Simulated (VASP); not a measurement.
Shape and ions are relaxed at each volume.

Energy against volume of Gd (hcp). Computed with SCAN meta-GGA, VASP's PBE PAW potentials (set 64) (plane waves; VASP).

The 4f electrons are frozen in the core of the lanthanide potential, so 4f levels, which can set the real gap, and their magnetism are missing.

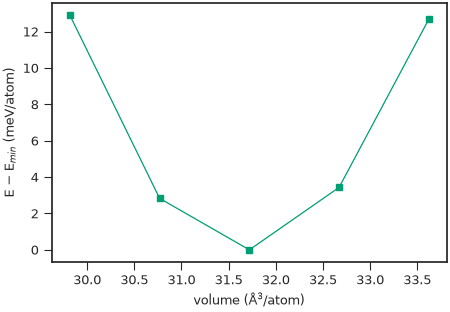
*Energy against volume*

Task: Estimate the equilibrium volume and the bulk modulus.

Result: The minimum lies near 31.7 Å³/atom, and the curvature gives B0 of about 36 GPa.

Measured: bulk modulus 37.9 GPa (computed value off by -4.9 %), as given by Wikipedia, Gadolinium (infobox). The calculation is for a static lattice, while the measured bulk modulus holds thermal and zero-point effects, which are part of the difference.

The compound is Gd in the hcp structure. It was relaxed first.
